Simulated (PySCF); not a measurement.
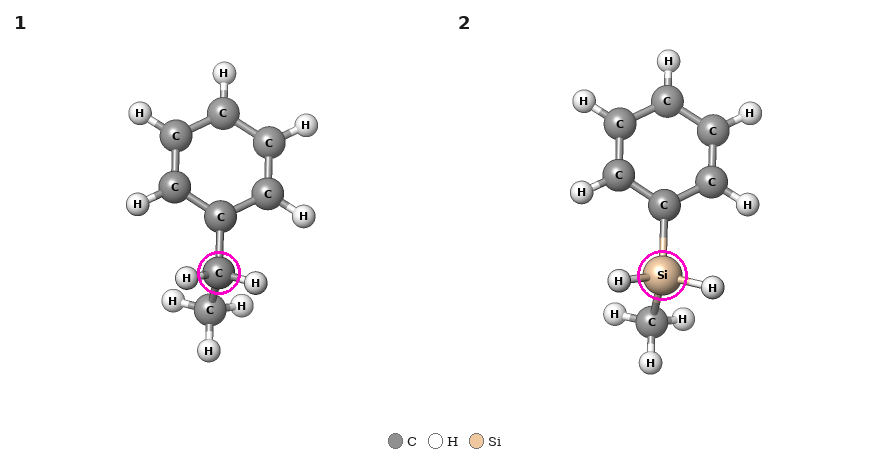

2 molecules with one skeleton, seen from the same side and at one scale; the atom that differs is circled. Each species is neutral and a spin singlet. Computed geometries: GFN2-xTB optimisations, one conformation each. Properties computed with PySCF 2.14.0.

One atom differs, called X below: C in panel 1, Si in panel 2. Their formulas are C8H10 (`CCc1ccccc1`), C7H10Si (`C[SiH2]c1ccccc1`).

Question: In which is the mean GIAO shielding of the 2 C atoms bonded to X larger (PBE0/pcSseg-1)?

Answer: In panel 2 (X = Si).

Question: In which is the Hirshfeld charge of X higher (PBE0/pcSseg-1)?

Answer: In panel 2 (X = Si).

Give the values. With GFN2-xTB: mean length of X–C (Å), mean length of X–H (Å), angle H–X–H (°). With PBE0/pcSseg-1: dipole moment (D), HOMO energy (Kohn–Sham orbital) (eV), HOMO–LUMO gap (eV), Hirshfeld charge of X (e), mean GIAO shielding of the 2 C atoms bonded to X (ppm).

```
                                              quantity  1 (C)  2 (Si)   2 − 1
                                mean length of X–C (Å)  1.516   1.895  +0.379
                                mean length of X–H (Å)  1.092   1.469  +0.377
                                       angle H–X–H (°)  108.2   109.7    +1.5
                                     dipole moment (D)   0.40    0.63   +0.23
                  HOMO energy (Kohn–Sham orbital) (eV)  −7.00   −7.33   −0.33
                                    HOMO–LUMO gap (eV)   6.91    6.80   −0.11
                             Hirshfeld charge of X (e)  −0.07    0.34   +0.41
mean GIAO shielding of the 2 C atoms bonded to X (ppm)   99.9   118.2   +18.3
```

The geometry is semi-empirical. Around Si such bond lengths and angles can be off by a tenth of an ångström or more and by several degrees, and values that hang on the shape move with them.
